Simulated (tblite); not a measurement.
## Polarizability calculation, with input and output: CH6N2Si

The run: polarizability calculation of CH6N2Si. Method and program: GFN2-xTB, R-SCC (tblite 0.8.0).

The geometry comes from this level: GFN2-xTB.

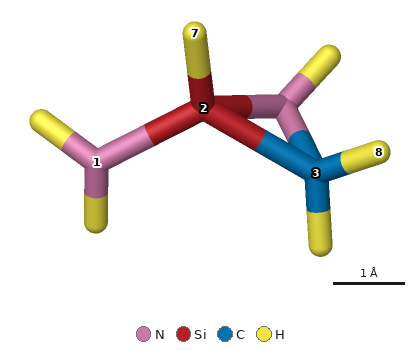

**Figure 1.** The input geometry (stick view, seen at a tilt; atoms are numbered from 1 in the order of the input). Bond lengths as drawn: C–H 1.08 Å, C–N 1.49 Å, C–Si 1.86 Å, H–N 1.01 Å, H–Si 1.45 Å and N–Si 1.72 to 1.73 Å.

Results in brief:

```tsv
quantity	value
outcome	converged
total energy	−12.737517 hartree
basis functions	27
largest force	0.022 eV/Å
HOMO	−9.23 eV
LUMO	−4.70 eV
dipole moment	1.22 D
hardware	1 thread of Intel Xeon @ 2.50GHz (Skylake/Cascade Lake), 189 GiB of memory available, shared host
peak memory	0.067 GiB
```

Input (calc.py):
```python
"""GFN2-xTB finite-field polarizability"""
import json
import numpy as np
from tblite.interface import Calculator
from tblite.library import ffi
from tblite.interface import symbols_to_numbers

symbols = list(map(str, np.loadtxt("start.xyz", skiprows=2, usecols=0, dtype=str, ndmin=1)))
numbers = np.array(symbols_to_numbers(symbols))
positions = np.loadtxt("start.xyz", skiprows=2, usecols=(1, 2, 3), ndmin=2) / 0.529177210903

def dipole(field):
    calculator = Calculator("GFN2-xTB", numbers, positions, charge=0, uhf=0)
    calculator.set("verbosity", 0)
    calculator.set("accuracy", 0.01)
    calculator.add("electric-field", ffi.new("double[3]", list(field)))
    return calculator.singlepoint()

F = 0.001  # field step, atomic units
res = dipole([0.0, 0.0, 0.0])
alpha = np.array([(dipole(F * v).get('dipole') - dipole(-F * v).get('dipole')) / (2 * F) for v in np.eye(3)])
print(f"E = {res.get('energy'):.8f} Eh")
print("polarizability tensor (bohr^3)")
for row in alpha:
    print("".join(f"{v:12.4f}" for v in row))
w = np.linalg.eigvalsh((alpha + alpha.T) / 2)
print("principal values", np.round(w, 3), " isotropic %.3f" % w.mean())
out = {k: np.asarray(res.get(k)).tolist() for k in ("energy", "gradient", "charges", "dipole", "orbital-energies", "orbital-occupations")}
out.update(symbols=symbols, positions=(positions * 0.529177210903).tolist(), alpha=alpha.tolist())
json.dump(out, open("results.json", "w"))
```

File start.xyz:
```
10

N     -1.710850     0.723070     0.251620
Si    -0.001310     0.577520     0.333290
C      0.832520    -1.081110     0.211840
N      0.829140    -0.180340    -0.980420
H     -2.221310    -0.045420    -0.154510
H     -2.089810     1.593480    -0.086280
H      0.552390     1.652340     1.129690
H      1.789670    -1.242780     0.692960
H      0.307960    -2.011410     0.029170
H      1.711610     0.014630    -1.427350
```

Run as:
```bash
python calc.py
```

What the program printed:
```
E = -12.73751710 Eh
polarizability tensor (bohr^3)
     42.5450     -6.7881     -2.1128
     -6.7883     43.0935      3.5357
     -2.1128      3.5358     29.6766
principal values [28.785 36.137 50.393]  isotropic 38.438
```

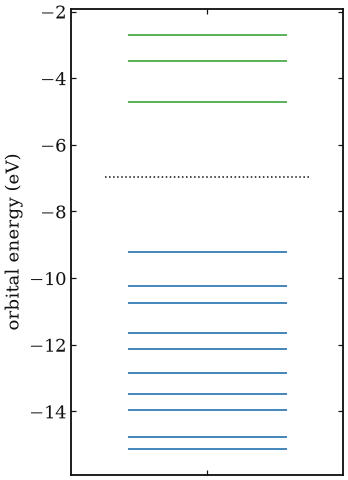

**Figure 2.** Orbital energies near the frontier; the dotted line parts filled from empty levels, and levels within 0.02 eV of each other stand side by side. Highest filled −9.23 eV, lowest empty −4.70 eV, 4.53 eV apart.

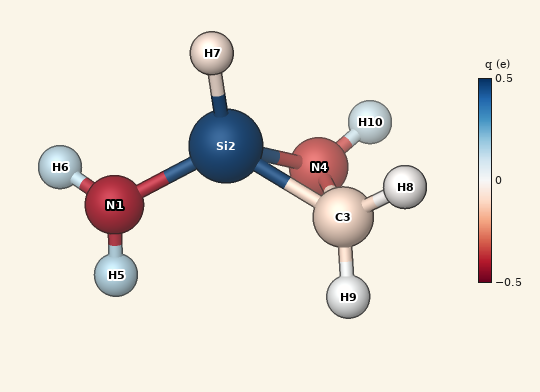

**Figure 3.** Mulliken charges, as the colour of each atom (ball-and-stick view, seen on its broad side; atoms are numbered from 1 in the order of the input). By element: N −0.40 to −0.35, Si +0.48, C −0.09 and H −0.07 to +0.16 e.
